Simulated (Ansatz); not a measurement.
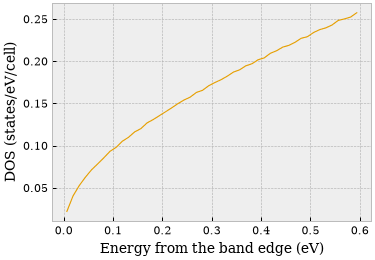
Figure. Density of states of SrO (Fm-3m) above the conduction band minimum, r2SCAN, rigid bands in Ansatz (a first-principles code); cell volume 33.6 Å³.

Problem. What effective density of states at 300 K does this give (∫ g(E) exp(−E/k_BT) dE, both spins, divided by the cell's size)?

Solution. 3.3e19 cm⁻³, a density-of-states mass of 1.19 mₑ, valleys and band degeneracy included.

Spin-orbit coupling is left out. Geometry: cell and atoms relaxed with PBEsol.
